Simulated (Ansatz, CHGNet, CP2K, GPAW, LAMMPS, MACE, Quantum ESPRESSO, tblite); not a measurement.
# Forces in amorphous Ge (61 atoms), program by program

One geometry of amorphous Ge (61 atoms) is solved by several programs and methods. How far do their forces lie from a plane-wave PBE run?

Results are calculated, not measured.

## 1. The structure

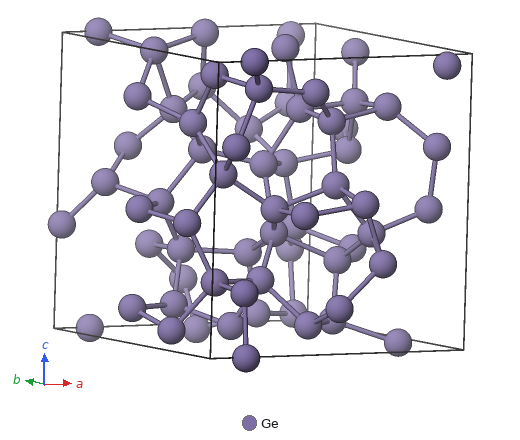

The cell (germanium purple). Bonds to atoms that aren't drawn are left out. Some periodic images of atoms are drawn too.

The cell holds 61 atoms (61 Ge), with edges of 11.21, 11.21 and 11.21 Å. Recipe: 61 atoms (61 Ge) placed at random at 5.23 g/cm³, melted at 3500 K for 10 ps at fixed volume with the Tersoff potential (Tersoff, Phys. Rev. B 39, 5566 (1989)). Quenched from 3500 K to 300 K at 6 K/ps and fixed volume, annealed at 1300 K for 20 ps, held 5 ps. The density is 5.23 g/cm³.

## 2. The reference input

Quantum ESPRESSO 7.5: Kohn-Sham DFT, PBE, SSSP efficiency 1.3.0 pseudopotentials, plane waves. Its input, pw.in:

```
&control
  calculation = 'scf'
  pseudo_dir = './pseudo'
  outdir = './tmp'
  disk_io = 'none'
  tprnfor = .true.
  tstress = .true.
/
&system
  ibrav = 0
  nat = 61
  ntyp = 1
  ecutwfc = 45
  ecutrho = 360
  nosym = .true.
  occupations = 'smearing'
  smearing = 'fd'
  degauss = 0.003675
/
&electrons
  conv_thr = 3.0e-07
  electron_maxstep = 100
  mixing_beta = 0.2
  mixing_mode = 'local-TF'
  diagonalization = 'david'
/
ATOMIC_SPECIES
Ge 72.630 Ge.upf
CELL_PARAMETERS angstrom
11.20750 0.00000 0.00000
0.00000 11.20750 0.00000
0.00000 0.00000 11.20750
ATOMIC_POSITIONS crystal
Ge 0.10753 0.68397 0.81275
Ge 0.00882 0.98303 0.35227
Ge 0.52455 0.94572 0.80790
Ge 0.25408 0.14946 0.88873
[... 55 atom lines left out ...]
Ge 0.86834 0.94578 0.74138
Ge 0.83730 0.26825 0.79856
K_POINTS gamma
```

```console
$ OMP_NUM_THREADS=1 mpirun -np 4 pw.x -in pw.in > output.txt
```

The job ended after 3.1 min (4 MPI ranks of Arm Neoverse V2, shared host; peak memory 4.1 GiB; 12 min of CPU time).

It converged with an r.m.s. force component of 0.44 eV/Å and a pressure of 4.6 GPa.

## 3. What was run beside it

- CHGNet: machine-learned potential, published weights.
- CP2K 2026.2: Gaussian basis with GTH pseudopotentials and a plane-wave density; labels give functional, basis (MOLOPT sets; SR short-range, UZH the newer set with its own potentials), grid cutoff/relative cutoff and solver (OT: orbital transformation; TRS4, TC2, SIGN: linear-scaling purification with its sparsity filter), or its built-in tight binding.
- GPAW 26.7.0: PAW with atomic orbitals (LCAO), plane waves or a real-space grid of spacing h.
- MACE: machine-learned potential, published weights.
- Quantum ESPRESSO 7.5: plane waves; labels (QE) give functional, pseudopotential set and cutoffs of waves/density.
- tblite 0.8.0: extended tight binding, driven from Python.

All use the same cell and atoms, and the electronic-structure runs the same k-mesh.

## 4. All runs compared

Differences are against the reference: forces as r.m.s. over components, share as that over the reference's r.m.s. force, slope as the fitted ratio of a run's forces to the reference's.

| run | Δ force, r.m.s. (meV/Å) | share (%) | slope | Δ pressure (GPa) | cores | CPU time | memory (GiB) |
| --- | --- | --- | --- | --- | --- | --- | --- |
| reference | - | - | - | - | 4 | 12 min | 4.1 |
| CHGNet 0.3.0 potential | 274 | 62.0 | 0.553 | 0.0502 | 1 | 3.6 s | 0.61 |
| CP2K BLYP, DZVP-MOLOPT-SR, 350/50 Ry, diagonalisation | 94.5 | 21.4 | 0.940 | 2.02 | 2 | 92 s | 1.6 |
| CP2K PBE+rVV10L, DZVP-UZH, 350/50 Ry, diagonalisation | 33.7 | 7.61 | 1.004 | 0.519 | 2 | 4.9 min | 3.1 |
| CP2K PBE, DZVP-MOLOPT (SR for Ge), 350/50 Ry, diagonalisation | 23.4 | 5.28 | 0.993 | 1.04 | 2 | 89 s | 1.6 |
| CP2K PBE, DZVP-UZH, 175/50 Ry, diagonalisation (coarse) | 26.7 | 6.04 | 1.000 | 0.806 | 2 | 99 s | 0.84 |
| CP2K PBE, DZVP-UZH, 244/50 Ry, diagonalisation (coarse) | 26.8 | 6.05 | 1.000 | 0.806 | 2 | 2 min | 1.2 |
| CP2K PBE, DZVP-UZH, 350/30 Ry, diagonalisation (coarse) | 26.8 | 6.05 | 1.000 | 0.808 | 2 | 96 s | 1.6 |
| CP2K PBE, DZVP-UZH, 350/50 Ry, diagonalisation | 26.8 | 6.05 | 1.000 | 0.806 | 2 | 2.3 min | 1.6 |
| CP2K PBE, TZVP-MOLOPT (SR for Ge), 350/50 Ry, diagonalisation | 19.5 | 4.40 | 0.999 | 0.698 | 4 | 2.1 min | 3.0 |
| CP2K revPBE, PBE potentials, DZVP-UZH, 350/50 Ry, diagonalisation | 27.5 | 6.21 | 0.997 | 1.06 | 2 | 2.4 min | 1.6 |
| GPAW LDA, LCAO dzp, h 0.2 Å | 28.3 | 6.41 | 1.003 | - | 1 | 2.3 min | 1.3 |
| GPAW PBE, LCAO dzp, h 0.2 Å | 54.7 | 12.4 | 1.086 | - | 1 | 2.5 min | 1.3 |
| GPAW PBE, LCAO szp(dzp), h 0.2 Å (coarse) | 150 | 33.9 | 1.222 | - | 1 | 2 min | 1.3 |
| GPAW PBE, grid h 0.2 Å | 20.9 | 4.72 | 1.034 | - | 4 | 23 min | 3.9 |
| MACE MP-0b2 small potential | 193 | 43.6 | 0.798 | -1.61 | 1 | 6.8 s | 0.67 |
| MACE MPA-0 medium potential | 174 | 39.4 | 0.905 | -0.320 | 1 | 7.2 s | 0.77 |
| QE PBE, sssp-1.3.0-efficiency, 35/280 Ry (coarse) | 0.246 | 0.055 | 1.000 | -1.27 | 4 | 9.1 min | 2.9 |
| tblite GFN1-xTB | 126 | 28.5 | 0.806 | 1.99 | 1 | 5.2 s | 0.13 |

Rows marked coarse were listed beforehand as settings not expected to be converged; some can still land near the reference.

Times of the machine-learned potentials are mostly Python's start and the loading of weights.

Runs without a result: CP2K GFN1-xTB, diagonalisation (not converged).

CPU time is summed over cores on shared hosts, so it is rough.

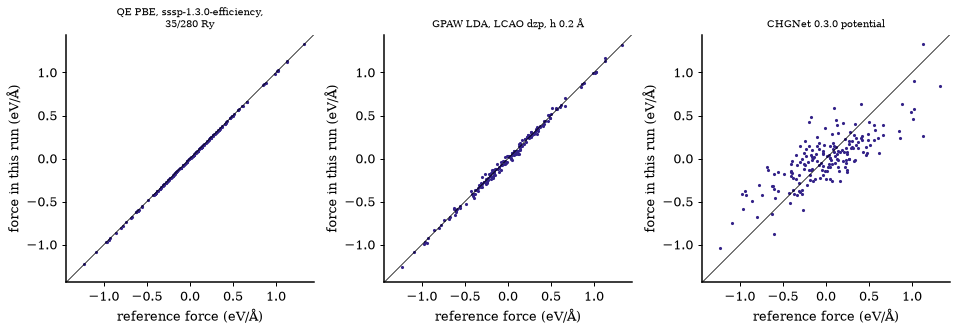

Force components against those of the reference; the line marks equality.

## 5. What came out

Forces lie from 0.055 % (QE PBE, sssp-1.3.0-efficiency, 35/280 Ry, coarse) to 62 % (CHGNet 0.3.0 potential) of the reference's r.m.s. force of 0.44 eV/Å away from it. Other PBE runs on plane waves or a grid: GPAW PBE, grid h 0.2 Å 4.7 % of the r.m.s. force; the reference has errors of its own, so differences under a few per cent don't tell which side is nearer the exact PBE result. The PBE runs in local orbitals, coarse settings apart, differ by 4.4 % (CP2K PBE, TZVP-MOLOPT (SR for Ge), 350/50 Ry, diagonalisation) to 12 % (GPAW PBE, LCAO dzp, h 0.2 Å); basis, grid and potentials can all enter. Tight binding differs by 29 % (tblite GFN1-xTB); it is another model, with fitted parameters of its own, and the xTB methods hold dispersion.

Machine-learned potentials differ by 39 % (MACE MPA-0 medium potential) to 62 % (CHGNet 0.3.0 potential); they were trained on other programs' data. The reference samples few k-points for this cell, and its sampling error, which other DFT runs on the same mesh share, can be part of so large a difference. Among those trained on PBE data the slope goes as low as 0.55, with a correlation of 0.79, so directions differ as well as sizes. Rows with another functional or a dispersion term differ by 6.2 % (CP2K revPBE, PBE potentials, DZVP-UZH, 350/50 Ry, diagonalisation) to 21 % (CP2K BLYP, DZVP-MOLOPT-SR, 350/50 Ry, diagonalisation), which mixes the change of model with differences of basis and potentials, some of them made for another functional. Runs with settings chosen to be coarse differ by 0.055 % (QE PBE, sssp-1.3.0-efficiency, 35/280 Ry) to 34 % (GPAW PBE, LCAO szp(dzp), h 0.2 Å), their programs' other errors included. GPAW PBE, LCAO szp(dzp), h 0.2 Å stiffens the forces by a factor of 1.22 while following their directions (correlation 0.979); the slopes of the 4 GPAW runs lie between 1.00 and 1.22. From CP2K PBE, DZVP-UZH, 175/50 Ry, diagonalisation to the finer CP2K PBE, DZVP-UZH, 350/50 Ry, diagonalisation the share goes from 6.04 to 6.05 %, so the grid isn't what parts these runs from the reference. Pressures at PBE, coarse settings apart, lie +0.70 to +1.04 GPa from the reference's.

**Limits.** Periodic xTB results under one method name differ between programs and library versions. The potentials hold different valence shells: 854 electrons in the reference, 244 in CP2K with TZVP-MOLOPT and 244 in GPAW; this bears on time and differences. GPAW's setups keep the filled d shell of Ge in the core. The reference's pressure holds the uncorrected Pulay stress of its 45 Ry basis, so small pressure differences may be the reference's own error. Machine-learned potentials mimic data converged in k, so the reference's own k-point error enters their differences. The quench rate of 6 K/ps is many orders above laboratory rates, so the cell is likely richer in defects and strain than a real sample. The network of bonds at the start is that of the classical potential that made the cell, and needn't be the one that DFT or experiment would give. The reference's stress is far from hydrostatic: its diagonal is 3.2, 3.7, 6.8 GPa, compression counted positive. The electronic-structure runs sample only Γ, in a cell whose shortest periodic width is 11 Å, which is coarse for a cell with partly filled levels. Spin–orbit coupling is left out. Where levels are smeared, the DFT runs use Fermi–Dirac occupations at 580 K (0.05 eV), and energies are free energies. The reference's cutoffs and mesh weren't converged further here.

[Logs are printed without paths, hosts, clocks, repeated set-up lines and the standing remarks that a program may print on its own settings, such as how far it seeks lower states.]

[Hosts, paths, dates, database ids (printed as entryN), source tags and the programs' standing remarks are cut or masked in the printed files.]

[Cells were taken only where this reference lay near another plane-wave run.]
